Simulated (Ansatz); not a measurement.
CH₄BFS (SMILES CB(F)S)

Input

```
crystal:
  periodic: [false, false, false]
  atoms:
    - {symbol: C, position_ang: [-1.561264, 0.355563, -2.437106]}
    - {symbol: B, position_ang: [-0.808349, -0.687886, -1.552366]}
    - {symbol: F, position_ang: [-1.477531, -1.709676, -1.017448]}
    - {symbol: S, position_ang: [0.963078, -0.550848, -1.227565]}
    - {symbol: H, position_ang: [-0.921226, 1.156891, -2.829593]}
    - {symbol: H, position_ang: [-2.377866, 0.811020, -1.852072]}
    - {symbol: H, position_ang: [-2.039949, -0.161066, -3.285941]}
    - {symbol: H, position_ang: [1.060363, -1.655648, -0.455736]}
basis:
  gaussian: {orbitals: def2-TZVPD}
hamiltonian: {xc: pbe0}
output: {forces: true, orbitals: {seedname: orbitals}}
```

Launched as:

```sh
ansatz run input.yaml --threads 2 --pin off --max-ram 4350MiB --events-out events.jsonl --progress --plain --runs-dir runs
```

Geometry: PBE0-D3(BJ)/def2-SVP.

The calculation used isolated molecule in a Gaussian basis; Kohn-Sham density functional theory, functional PBE0 (Ansatz).

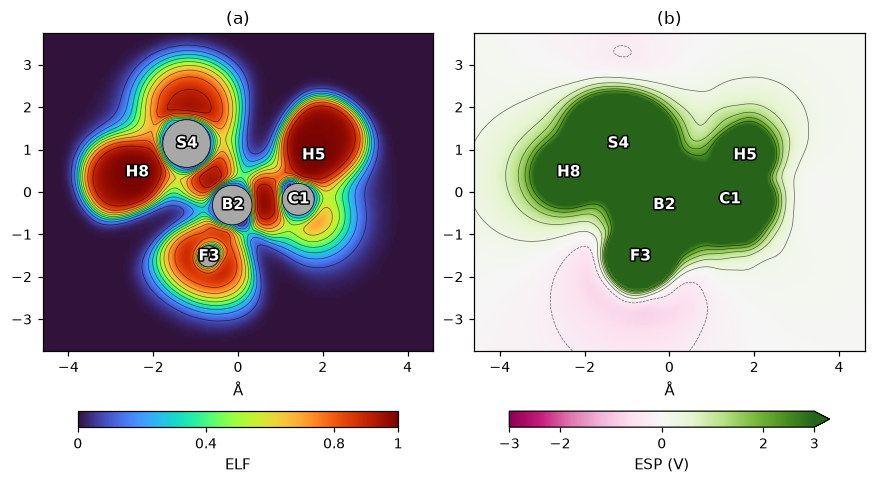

Figure 1. (a) ELF; (b) molecular electrostatic potential on the plane of atoms C1, B2 and S4. Grey discs cover the atomic cores in the ELF map.

Describe what can be read from this map.

Answer.
- Atoms in the plane: C, B, F, S and H.
- B–F (1.33 Å): the ELF peaks at about 0.85 between the atoms, as expected for a polar covalent bond.
- C–B (1.56 Å): the ELF peaks at about 1 between the atoms; localised, covalent bonding.
- B–S (1.81 Å): the ELF peaks at about 0.95 between the atoms (a covalent bond).
- C–H (1.10 Å): the ELF climbs to about 1 towards the hydrogen, as it does in any bond to H (an ordinary covalent bond to hydrogen).
- S–H (1.35 Å): the ELF climbs to about 1 towards the hydrogen.
- The ELF also peaks beside F3 and S4, away from the bonds: lone-pair regions.
- Outside the dense part of the molecule the potential is most negative (−0.8 V) near F3.

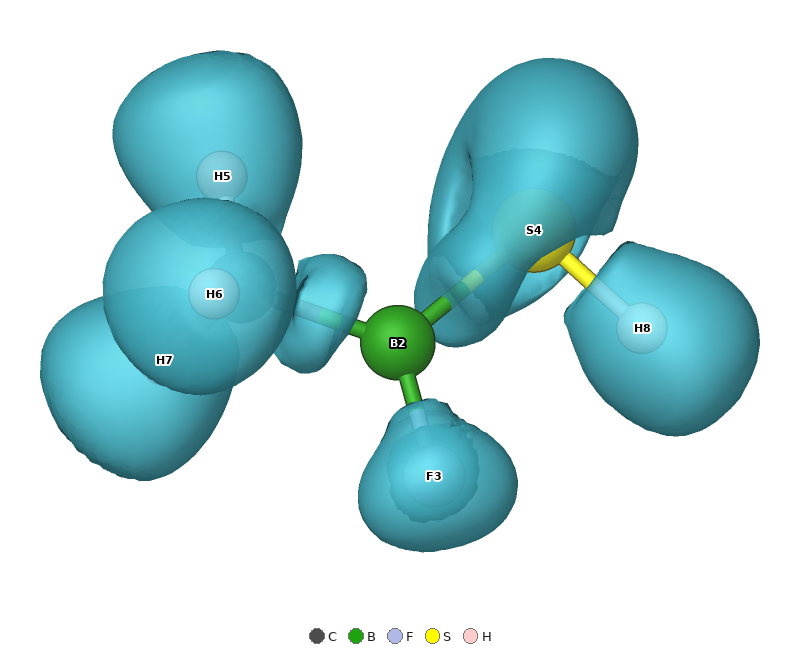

Figure 2. Isosurface of the ELF at 0.8 (cyan), seen at a tilt. Only the valence region is drawn (cores and ρ < 0.01 e/Å³ removed).

What do the ELF domains correspond to?

Answer. The surface consists of one region between bonded B–C atoms (shared pairs), four regions around hydrogen nuclei, one region on F in which the atom's valence shell and bonds are merged and one region on S in which the atom's valence shell and bonds are merged.

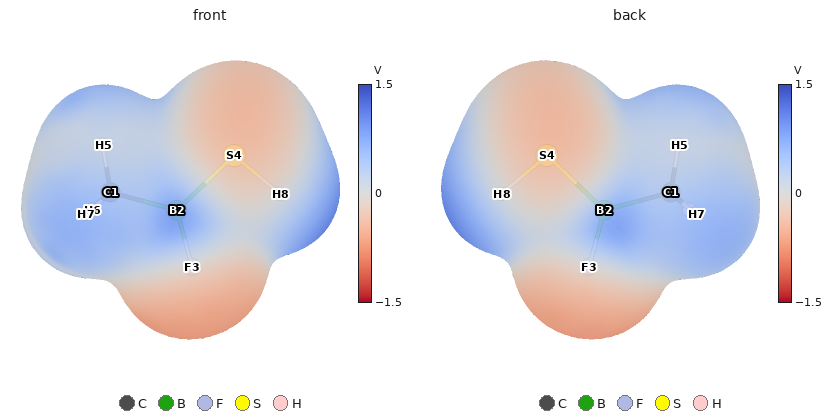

Figure 3. The electrostatic potential painted on the density surface at 0.001 e/bohr³, seen from the front and from behind; the colour scale runs from red (negative) to blue (positive).

Describe the electrostatic potential map.

Answer. The most negative region (about −0.7 V) lies over F3, the most positive (about +1.0 V) over H8.
